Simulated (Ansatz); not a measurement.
# SnSiH4OF (SMILES [F][SnH][O][SiH3]) at USVWN5/def2-SVP (core potential)

What is the vertical ionisation energy of SnSiH4OF at USVWN5/def2-SVP (core potential)? 

The calculation is run with Ansatz 0.2.0.

106 further runs of the same task are left out: 3 that didn't finish, 103 set aside as unsound or not needed. Runs told in other sessions of the task aren't counted.

### 1 The system as given

The species is SnSiH4OF (8 atoms), meant as a doublet with charge 0. SMILES: `[F][SnH][O][SiH3]`. The coordinates come from a PBE0-D4/def2-TZVP relaxation. This is one conformer, not always the lowest.

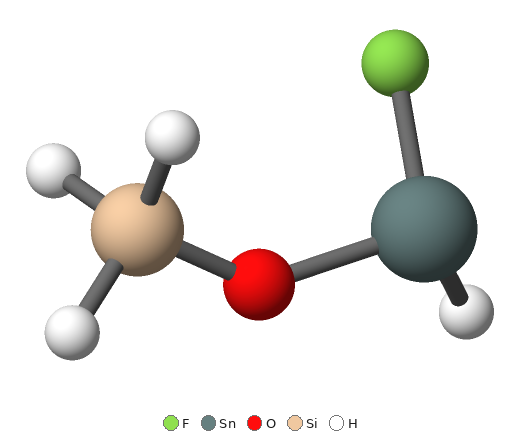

The structure, seen from a chosen angle (fluorine green, tin teal, oxygen red, silicon light orange, hydrogen white).

### 2 A single-point energy at USVWN5/def2-SVP (core potential)

input.yaml reads:

```yaml
basis:
  gaussian: {orbitals: def2-SVP}
crystal:
  periodic: [false, false, false]
  atoms:
    - symbol: F
      position_ang: [-1.607300, 1.731700, 1.020300]
    - symbol: Sn
      position_ang: [-0.420700, 1.874500, -0.493500]
    - symbol: O
      position_ang: [0.210000, 0.039300, -0.694400]
    - symbol: Si
      position_ang: [0.713800, -1.182700, 0.276900]
    - symbol: H
      position_ang: [-1.435700, 2.176300, -1.877100]
    - symbol: H
      position_ang: [1.729100, -1.982100, -0.456700]
    - symbol: H
      position_ang: [-0.427200, -2.061300, 0.643600]
    - symbol: H
      position_ang: [1.330300, -0.652900, 1.525000]
magnetization: {spin_polarized: true, initial_magnetization: 1}
hamiltonian: {xc: {name: SVWN5}}
accuracy: high
output: {orbitals: {seedname: orbitals}}
```

Started as:

```console
ansatz run input.yaml --threads 1 --pin off --max-ram 3480MiB --events-out events.jsonl --progress --plain --runs-dir runs
```

Output:

```text
Warning: RAYON_NUM_THREADS=1 ignored (pool sized by the plan → 1); use --threads N
Functional definition: SVWN5
  name "SVWN5"
  exchange = slater_x
  correlation = vwn5_c
2096 factors; integrals over basis functions are off by at most 8.4e-9 eV
mean field evaluation 1: about -18450.8398 eV, gradient 4.8e1 eV
mean field evaluation 2: about -18352.9987 eV, gradient 1.4e2 eV
mean field evaluation 4: about -18457.3196 eV, gradient 2.4e1 eV
mean field evaluation 8: about -18459.3571 eV, gradient 3.1e-1 eV
mean field evaluation 16: about -18459.3577 eV, gradient 7.9e-5 eV
mean field -18459.35774702 eV, -678.3688850010 hartree, gradient 1.8e-8 eV, S^2 0.751549; 0 other end points of the search recorded, 0 dependent functions left out
reference -18459.35775074 eV, -678.3688851377 hartree; 29, 28 occupied and 63, 64 virtual orbitals, 2096 factors
Total energy: -18459.35775074 eV, -678.3688851377 hartree
```

Wall time 7.5 s (1 thread of Arm Neoverse V1, shared host); peak memory 0.28 GiB.

### 3 The singlet cation

run.yaml reads:

```yaml
crystal:
  periodic: [false, false, false]
  atoms:
    - {symbol: F, position_ang: [-1.607300, 1.731700, 1.020300]}
    - {symbol: Sn, position_ang: [-0.420700, 1.874500, -0.493500]}
    - {symbol: O, position_ang: [0.210000, 0.039300, -0.694400]}
    - {symbol: Si, position_ang: [0.713800, -1.182700, 0.276900]}
    - {symbol: H, position_ang: [-1.435700, 2.176300, -1.877100]}
    - {symbol: H, position_ang: [1.729100, -1.982100, -0.456700]}
    - {symbol: H, position_ang: [-0.427200, -2.061300, 0.643600]}
    - {symbol: H, position_ang: [1.330300, -0.652900, 1.525000]}
basis:
  gaussian: {orbitals: def2-SVP}
total_charge: 1
hamiltonian: {xc: {name: SVWN5}}
accuracy: high
output: {orbitals: {seedname: orbitals}}
```

Started as:

```console
ansatz run run.yaml --threads 1 --pin off --max-ram 3480MiB --events-out events.jsonl --progress --plain --runs-dir runs
```

Output:

```text
Warning: RAYON_NUM_THREADS=1 ignored (pool sized by the plan → 1); use --threads N
[... 4 set-up lines as earlier in the session ...]
2092 factors; integrals over basis functions are off by at most 8.4e-9 eV
mean field evaluation 1: about -18426.5494 eV, gradient 1.1e2 eV
mean field evaluation 2: about -18153.9988 eV, gradient 3.0e2 eV
mean field evaluation 4: about -18431.1511 eV, gradient 4.7e1 eV
mean field evaluation 8: about -18450.4616 eV, gradient 2.3e0 eV
mean field evaluation 16: about -18450.4754 eV, gradient 1.5e-2 eV
mean field -18450.47540015 eV, -678.0424647741 hartree, gradient 1.0e-8 eV, S^2 0.000000; 0 other end points of the search recorded, 0 dependent functions left out
reference -18450.47540408 eV, -678.0424649184 hartree; 28, 28 occupied and 64, 64 virtual orbitals, 2092 factors
Total energy: -18450.47540408 eV, -678.0424649184 hartree
```

Run time: 6 s. Hardware: 1 thread of Arm Neoverse V1, shared host; peak memory 0.24 GiB.

### 4 What came out

At USVWN5/def2-SVP (core potential):

| quantity | value |
| --- | --- |
| doublet SnSiH4OF: total energy | -678.36889 Eh |
| doublet SnSiH4OF: HOMO energy (highest over α and β) | -5.88 eV |
| doublet SnSiH4OF: LUMO energy (lowest over α and β) | -5.10 eV |
| doublet SnSiH4OF: ⟨S²⟩ | 0.752 |
| singlet cation: total energy | -678.04246 Eh |
| singlet cation: HOMO energy | -12.28 eV |
| singlet cation: LUMO energy | -11.78 eV |
| singlet cation: HOMO–LUMO gap | 0.50 eV |
| vertical ionisation energy (to the singlet cation) | 8.882 eV |

What this shows: The vertical ionisation energy comes to 8.88 eV (205 kcal/mol). Only the singlet of the ionised species was computed; a triplet could lie lower.
